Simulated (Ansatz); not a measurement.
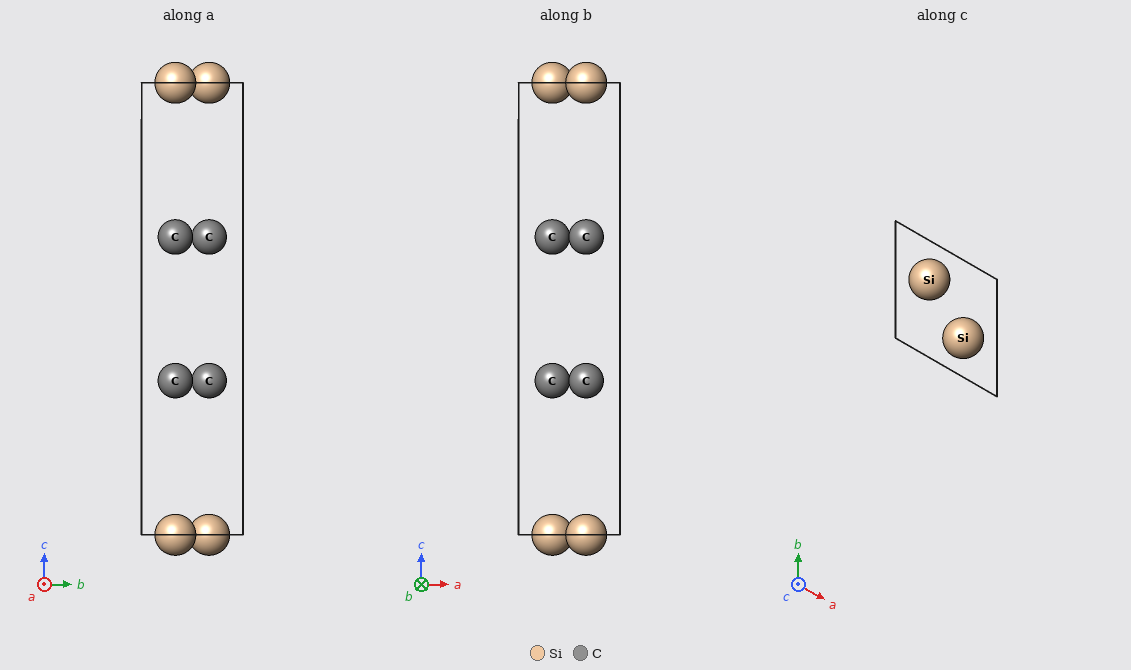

The crystal in a spheres-only representation, seen along the a axis, along the b axis and along the c axis. The edges of the conventional unit cell are marked.

Lattice parameters: a = 3.244 Å, b = 3.244 Å, c = 12.517 Å, α = 90.00°, β = 90.00°, γ = 120.00°.

Question: Write down what is shown as a table of Wyckoff sites, with free fractional coordinates to two decimals.

Answer: Space group P6/mmm (No. 191).
```json
{"atom": "Si", "site": "2c", "x": "0.3333", "y": "0.6667", "z": "0.00"}
{"atom": "C", "site": "4h", "x": "0.3333", "y": "0.6667", "z": "0.66"}
```

Provenance: a structure type filled with these elements by a generator (whether the compound takes this form wasn't checked). Earlier steps of the study may have refined or changed the cell and positions. An electronic-structure calculation with Ansatz was run on it.
